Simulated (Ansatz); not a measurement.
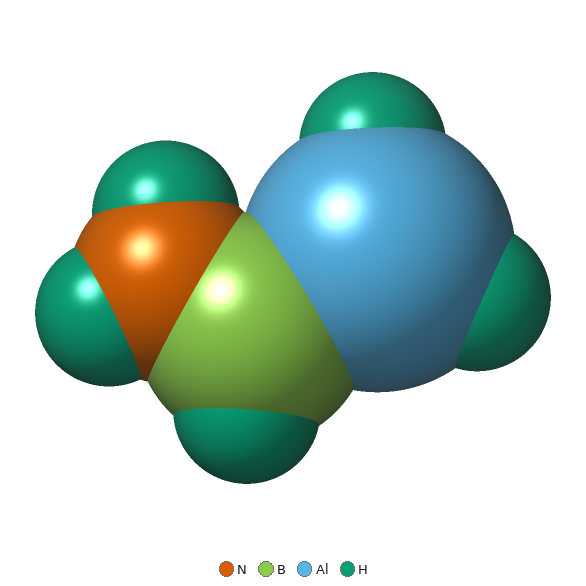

The computed structure is the end point of a PBE0-D4/def2-TZVP optimisation. No frequency run is at hand to confirm it as a minimum.

Give the structural formula.

SMILES: N[BH][AlH2]

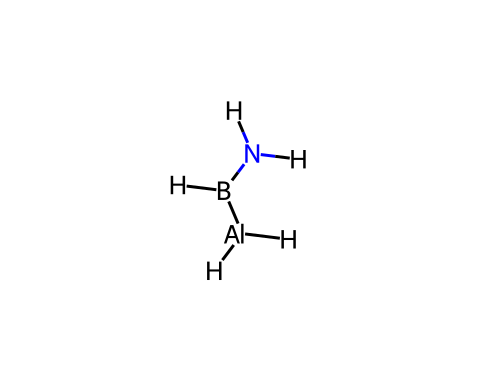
